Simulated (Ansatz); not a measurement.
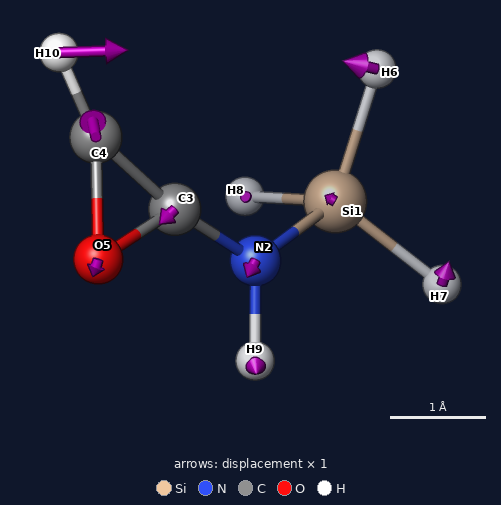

A relaxation of C₂H₅NOSi (coarse preliminary run). The starting structure is drawn; purple arrows show the displacements, at their true length. The two geometries are superimposed by the best rigid fit.

The picture is a ball-and-stick view, seen from a free direction.

The start comes from a force field.

Computed with RKS PBE-D4/def2-SVP (Ansatz).

Input
```yaml
crystal:
  periodic: [false, false, false]
  atoms:
    - {symbol: Si, position_ang: [-1.565600, -0.131600, 0.366500]}
    - {symbol: N, position_ang: [0.029200, -0.250900, 0.599800]}
    - {symbol: C, position_ang: [1.034100, -0.012400, -0.192100]}
    - {symbol: C, position_ang: [1.913100, 0.277400, -1.171400]}
    - {symbol: O, position_ang: [2.422400, -0.023600, 0.002200]}
    - {symbol: H, position_ang: [-1.952700, -0.522700, -1.015600]}
    - {symbol: H, position_ang: [-2.266700, -0.918700, 1.374800]}
    - {symbol: H, position_ang: [-1.936100, 1.352300, 0.544400]}
    - {symbol: H, position_ang: [0.296800, -0.349500, 1.615100]}
    - {symbol: H, position_ang: [2.108600, 0.528400, -2.120700]}
basis:
  gaussian: {orbitals: def2-SVP}
hamiltonian: {xc: pbe, dispersion: d4}
relax: {f_tol: 0.03, max_steps: 200}
```

Run as
```bash
ansatz run in.yaml --threads 4 --pin off --events-out ev --progress --plain --max-ram 10444MiB
```

What did the optimiser do to the structure, and how much energy did it gain?

Answer. The energy falls by 56.0 kcal/mol in 19 accepted moves (21 points after the start). The largest force component goes from 7.1 to 0.021 eV/Å. The line search rejected the trial steps at points 9, 11 of the run. The atom that moves furthest after the best rigid fit is H10 (0.74 Å). By element the largest moves are H 0.74 Å, C 0.61 Å, N 0.22 Å, O 0.21 Å, Si 0.13 Å. Among the contacts that change: C4–O5 1.314 → 1.917 Å, Si1–N2 1.616 → 1.785 Å, C3–O5 1.402 → 1.274 Å, C4–H10 1.001 → 1.114 Å. Bonds break: C4–O5 (1.31 → 1.92 Å). Bond angles that change, for instance: C3–C4–H10 150.5° → 112.2°, C4–C3–O5 57.1° → 91.4°, N2–C3–C4 170.2° → 139.6°.
